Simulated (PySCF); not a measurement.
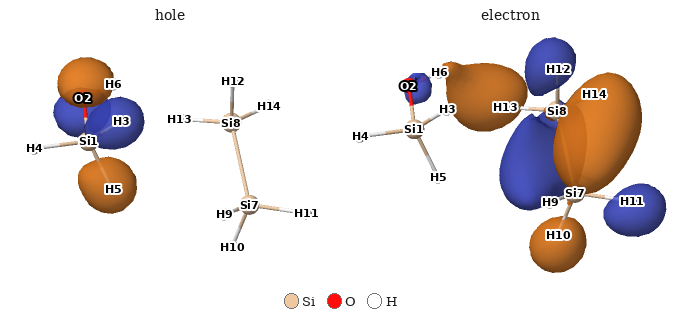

*H$_{10}$OSi$_{3}$, SMILES `[SiH3]O.[SiH3][SiH3]`. Leading natural transition orbital pair of S₃ (TDA singlet states); the surfaces enclose about 70 % of each orbital's density.*

Computed with PySCF, PBE0/def2-SVP, geometry: an unrelaxed start of a pair search. Without diffuse functions Rydberg states are missing, so the states' numbers hold for this basis only.

> What kind of excitation is it, and where does it lie?

7.69 eV (161 nm), f = 0.015, charge transfer, whose energy this functional puts too low; the leading pair carries 99 %; hole on O2 (47 %), Si1 (20 %) and H5 (15 %), electron on Si8 (32 %), Si7 (27 %) and H13 (10 %); their centroids lie 3.7 Å apart; S₂ and S₄ lie within 0.1 eV of it. In canonical orbitals it is mainly HOMO → LUMO+1 (87 %). The HOMO–LUMO gap is 8.34 eV.
